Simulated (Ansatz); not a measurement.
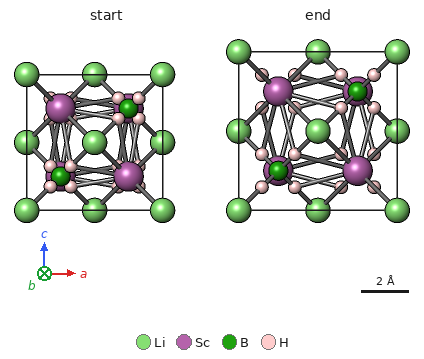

The structure of a crystal of LiScBH4 (a generated structure, set up in F-43m) (coarse preliminary run) before (left) and after (right) a relaxation, at one scale.

The picture is a ball-and-stick view of the conventional cell (4 times the calculation's cell), seen along the b axis. Lengths and directions refer to the drawn axes.

The calculation used DFT PBE, scalar-relativistic, plane waves, PAW (Ansatz 0.2.0). (plane-wave cutoff 420 eV; k-point mesh 6 × 6 × 6; occupations gaussian; smearing width 0.1 eV; no spin polarisation; cell and atoms relaxed; force threshold 0.04 eV/Å; at most 70 steps)

Describe what moved and what it gained.

Answer. The energy falls by 2905 meV per atom in 7 accepted moves (9 points after the start). Largest force component: 19 eV/Å at the start, 0.0064 eV/Å at the end. Pressure: 107.92 GPa at the start and 0.11 GPa at the end. At 2 points the geometry stayed and the basis and grid were re-selected for the new cell (energy shift of 12.8 meV per atom at most each time). The largest moves relative to the cell, 0.34 Å, are those of H atoms. Sc and Li and B stay in place. The volume changes by +58.9 %, with a = b = c 5.907 → 6.893 Å (+16.7 %). Some distances before and after: B–H 0.767 → 1.239 Å, Li–Sc 2.558 → 2.985 Å, H–Sc 2.588 → 2.912 Å, H–Li 1.791 → 1.745 Å. The space group stays F-43m (No. 216). Cost: 19 s on 1 thread of Intel(R) Xeon(R) CPU @ 2.60GHz (Ice Lake) (shared host), peak memory 0.43 GiB.
